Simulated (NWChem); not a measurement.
# AlHOF2 (SMILES [OH][Al]([F])[F]): levels of theory compared

We compute a comparison of 3 runs (HF/STO-3G, HF/3-21G, B3LYP/6-31G*) of AlHOF2. 

Program for the calculation: NWChem 7.3.0.

### 1 The system as given

The species is AlHOF2 (5 atoms), meant as a singlet with charge 0. As SMILES, `[OH][Al]([F])[F]`. The coordinates come from a PBE0-D4/def2-TZVP relaxation.

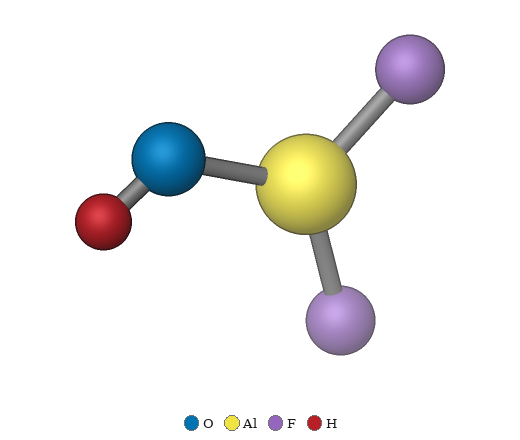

The structure, seen from a chosen angle (oxygen blue, aluminium yellow, fluorine purple, hydrogen red).

### 2 Energy and gradient at HF/STO-3G (run 1)

Input file calc.nw:

```
start calc
memory stack 880 mb heap 220 mb global 1100 mb
charge 0

geometry noautosym nocenter noautoz
  O     0.004500    1.227000    0.002400
  Al    0.185700   -0.435200    0.092100
  F     1.487400   -1.050600    0.862600
  F    -0.897900   -1.471800   -0.566700
  H    -0.729900    1.657100   -0.431800
end

basis spherical bse
  * library STO-3G
end

scf
  thresh 1e-08
  maxiter 80
  print low
end

task scf gradient
```

On the command line:

```
$ nwchem calc.nw > calc.out
```

The log of the run:

```text
[...]
  functions       =    25
[...]
  wavefunction    = RHF
[...]
         Total SCF energy =   -509.623120643371
      One-electron energy =  -1038.309670254547
      Two-electron energy =    368.209039220058
 Nuclear repulsion energy =    160.477510391118
        Time for solution =      0.5s
[...]
                         RHF ENERGY GRADIENTS
    atom               coordinates                        gradient
                 x          y          z           x          y          z
   1 O       0.008504   2.318694   0.004535   -0.038197   0.025013  -0.022551
   2 Al      0.350922  -0.822409   0.174044    0.008106   0.002866   0.004886
   3 F       2.810778  -1.985346   1.630078    0.019176  -0.010538   0.011330
   4 F      -1.696785  -2.781299  -1.070908   -0.016933  -0.017267  -0.010308
   5 H      -1.379311   3.131465  -0.815984    0.027848  -0.000073   0.016643
 Task  times  cpu:        0.8s     wall:        0.8s
 Total times  cpu:        0.8s     wall:        0.8s
```

Run time: 1.4 s. Hardware: 1 thread of Intel Xeon Platinum 8488C (Sapphire Rapids), shared host; peak memory 0.1 GiB.

### 3 Energy and gradient at HF/3-21G (run 2)

Input file nw.nw:

```
start nw
title "AlF2HO hf"
memory stack 880 mb heap 220 mb global 1100 mb
charge 0
geometry units angstrom noautosym nocenter noautoz
   O        0.004500       1.227000       0.002400
   Al       0.185700      -0.435200       0.092100
   F        1.487400      -1.050600       0.862600
   F       -0.897900      -1.471800      -0.566700
   H       -0.729900       1.657100      -0.431800
end
basis "ao basis" spherical bse
   O library 3-21G
   Al library 3-21G
   F library 3-21G
   H library 3-21G
end
scf
   thresh 1e-08
   maxiter 80
   noprint "final vectors analysis"
end
task scf gradient
```

On the command line:

```
$ nwchem nw.nw > nw.out
```

The log of the run:

```text
[...]
  functions       =    42
[...]
  wavefunction    = RHF
[...]
         Total SCF energy =   -513.633491133571
      One-electron energy =  -1037.786264491536
      Two-electron energy =    363.675262966848
 Nuclear repulsion energy =    160.477510391118
        Time for solution =      0.6s
[...]
                         RHF ENERGY GRADIENTS
    atom               coordinates                        gradient
                 x          y          z           x          y          z
   1 O       0.008504   2.318694   0.004535    0.008111   0.012261   0.004985
   2 Al      0.350922  -0.822409   0.174044   -0.007352  -0.001968  -0.004411
   3 F       2.810778  -1.985346   1.630078    0.000253   0.003212   0.000185
   4 F      -1.696785  -2.781299  -1.070908   -0.001078  -0.001548  -0.000663
   5 H      -1.379311   3.131465  -0.815984    0.000067  -0.011957  -0.000096
[...]
```

Run time: 1.5 s. Hardware: 1 thread of Intel Xeon Platinum 8488C (Sapphire Rapids), shared host; peak memory 0.1 GiB.

### 4 Energy and gradient at B3LYP/6-31G(d) (Cartesian functions) (run 3)

Input file alf2ho.xyz:

```xyz
5
AlF2HO
O      0.004500     1.227000     0.002400
Al     0.185700    -0.435200     0.092100
F      1.487400    -1.050600     0.862600
F     -0.897900    -1.471800    -0.566700
H     -0.729900     1.657100    -0.431800
```

Input file alf2ho.nw:

```
start alf2ho
title "AlF2HO"
memory stack 880 mb heap 220 mb global 1100 mb
geometry units angstrom noautosym nocenter noautoz
   load format xyz alf2ho.xyz
end
basis cartesian
   * library 6-31G*
end
dft
   xc b3lyp
   grid xfine
   convergence energy 1e-08
   maxiter 100
   mulliken
end
task dft gradient
```

On the command line:

```
$ nwchem alf2ho.nw > alf2ho.out
```

The log of the run:

```text
[...]
          Wavefunction type:  closed shell.
          No. of atoms     :     5
          No. of electrons :    40
[...]
          Charge           :     0
          Spin multiplicity:     1
[...]
          AO basis - number of functions:    66
[...]
              XC Information
              --------------
                         B3LYP Method XC Potential
                     Hartree-Fock (Exact) Exchange  0.200
                        Slater Exchange Functional  0.800 local
                    Becke 1988 Exchange Functional  0.720 non-local
              Lee-Yang-Parr Correlation Functional  0.810
                  VWN I RPA Correlation Functional  0.190 local
[...]
 d= 0,ls=0.0,diis     1   -518.0146331427 -6.78D+02  2.56D-02  1.19D+00     1.6
[...]
 d= 0,ls=0.0,diis    10   -518.1320401451 -7.50D-12  1.15D-07  2.15D-10    12.6
         Total DFT energy =     -518.132040145147
      One electron energy =    -1041.133802018621
           Coulomb energy =      411.324412801648
    Exchange-Corr. energy =      -48.800161319292
 Nuclear repulsion energy =      160.477510391118
[...]
      Total Density - Mulliken Population Analysis
     ---------------------------------------------
    Atom       Charge   Shell Charges
 -----------   ------   -------------------------------------------------------
    1 O    8     8.74   1.99  0.89  2.95  0.91  1.96  0.04
    2 Al  13    11.81   2.00  1.99  5.97  0.66  0.83 -0.02  0.20  0.18
    3 F    9     9.44   1.99  0.94  3.32  0.97  2.16  0.06
    4 F    9     9.44   1.99  0.94  3.32  0.97  2.17  0.06
    5 H    1     0.58   0.47  0.10
[...]
  wavefunction    = closed shell
                         DFT ENERGY GRADIENTS
    atom               coordinates                        gradient
                 x          y          z           x          y          z
   1 O       0.008504   2.318694   0.004535   -0.005956  -0.007070  -0.003638
   2 Al      0.350922  -0.822409   0.174044    0.000223   0.004002   0.000183
   3 F       2.810778  -1.985346   1.630078   -0.005049   0.002374  -0.002992
   4 F      -1.696785  -2.781299  -1.070908    0.004060   0.004010   0.002468
   5 H      -1.379311   3.131465  -0.815984    0.006721  -0.003315   0.003978
[...]
```

Run time: 17 s. Hardware: 1 thread of Intel Xeon Platinum 8488C (Sapphire Rapids), shared host; peak memory 0.13 GiB.

### 5 All runs side by side

```csv
run,level,Cartesian functions,iteration cap,energy (Eh),largest force (eV/Å),wall time
1,HF/STO-3G,no,80,-509.623121,2.619,1.4 s
2,HF/3-21G,no,80,-513.633491,0.798,1.5 s
3,B3LYP/6-31G* (Cartesian functions),yes,100,-518.132040,0.511,17 s
```

### 6 Results

| quantity | value |
| --- | --- |
| run 3: total energy | -518.13204 Eh |
| run 3: dipole moment | 2.03 D |
| run 3: HOMO energy | -9.19 eV |
| run 3: LUMO energy | -1.19 eV |
| run 3: HOMO–LUMO gap | 8.00 eV |
| run 3: largest force on an atom | 0.511 eV/Å |

**Reading.** In run 1 the basis is minimal, so the values are rough. All runs together took 19 s, the longest 17 s.
